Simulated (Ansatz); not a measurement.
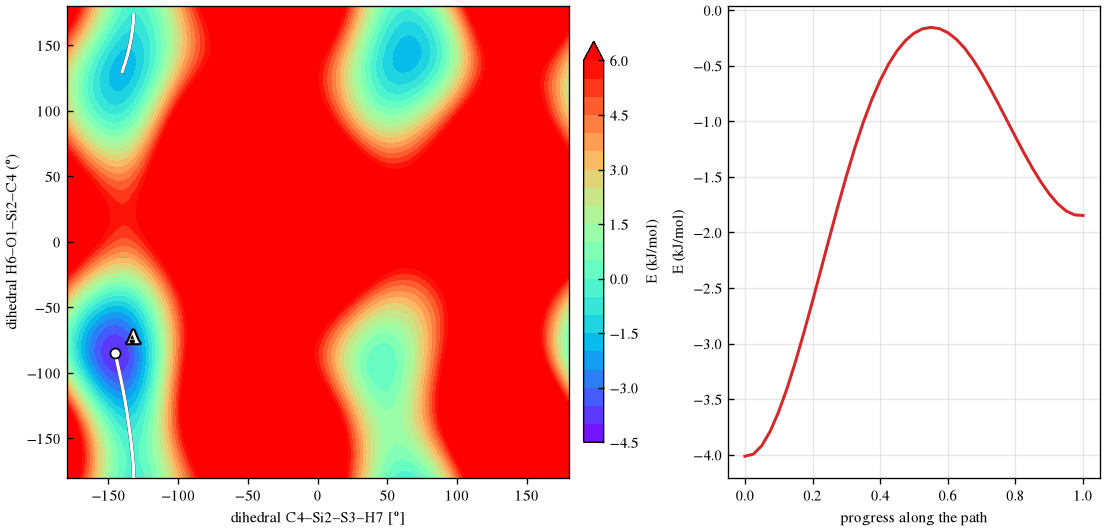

CH6OSSi2, SMILES O[Si]1(S)C[SiH2]1. The first coordinate is: dihedral C4–Si2–S3–H7; the second: dihedral H6–O1–Si2–C4. Nothing is relaxed (all other coordinates rigid). Grid: 8 × 8 points. Points are written as (first, second). Energies: kJ/mol, counted from the relaxed molecule at the same level. Theory: Ansatz 0.2.0, RKS PBE-D4/def2-SVP.

In the figure: filled contours, a line along the lowest path, one colour for all values above the top of the scale, the energy along the path at the right, the start A. Between grid points the surface is interpolated.

Describe the path and its barrier.

The easiest path leads from the well at about (−145°, −85°) to the well at (−135°, 135°), about 2.2 kJ/mol higher (on a rigid scan; wells that are mirror images or exchange like atoms can differ by this much). Its highest point lies about 3.9 kJ/mol above the bottom of the first well on the interpolated surface, at about (−135°, −165°). Seen from the upper well the barrier is about 1.7 kJ/mol. This is the barrier on the constrained surface; relaxing the other coordinates would change it.
